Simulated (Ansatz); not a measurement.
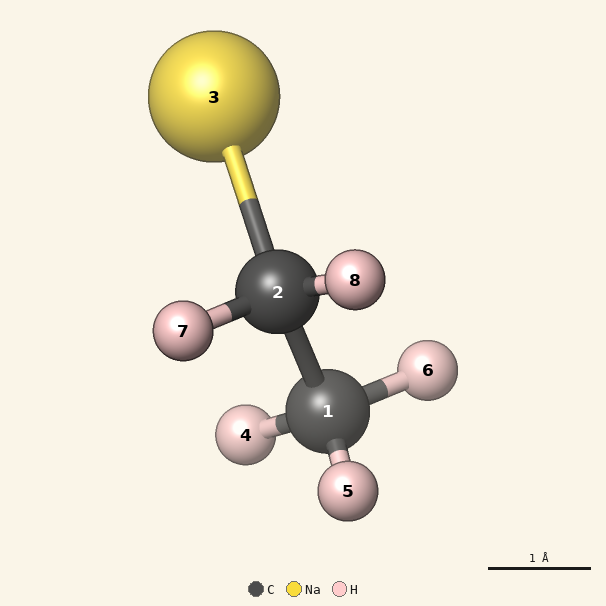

Source: calculation with Ansatz.

Orthographic view. Depth is shown by fading: the farther an atom, the more it takes the colour of the background. Geometry: atoms displaced at random (about 0.05 Å) from a stationary point of GFN2-xTB.

Write a Z-matrix (Å, degrees) in the order of the atom numbers, with these reference atoms: 2 to 1; 3 to 2, 1; 4 to 1, 2, 3; 5 to 1, 4, 2; 6 to 1, 5, 4; 7 to 2, 1, 5; 8 to 2, 7, 1.

```
C  
C    1   1.592
Na   2   2.311   1   114.1
H    1   1.123   2   109.0   3   -56.3
H    1   0.978   4   110.7   2   119.5
H    1   1.176   5   110.3   4  -125.4
H    2   1.178   1   108.4   5   -56.5
H    2   0.983   7   109.1   1  -111.0
```
